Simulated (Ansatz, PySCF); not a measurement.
Torsion H3–Si1–Si2–H6 in Si2H6 (SMILES [SiH3][SiH3]); at each angle all else is relaxed with GFN2-xTB, and the levels are single points there.
Geometry at 60° (charge 0, multiplicity 1):
```xyz
8

Si    -1.149     0.088    -0.010
Si     1.152    -0.054    -0.024
H     -1.768    -0.732    -1.056
H     -1.628     1.457    -0.225
H     -1.732    -0.357     1.259
H      1.734     0.392    -1.293
H      1.631    -1.422     0.191
H      1.770     0.766     1.022
```
Energies count from the point at 60°.

Cores are frozen in the correlated methods. CBS(a, b) extrapolates the correlation energy as X⁻³ and adds the Hartree–Fock energy of set b.

Codes used: Ansatz (a program for electronic structure); PySCF for the dispersion terms. Values without a source in brackets are computed.

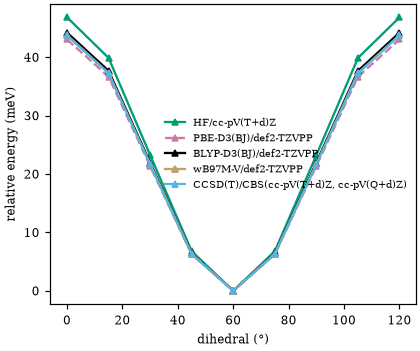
Figure: Relative energy along the coordinate
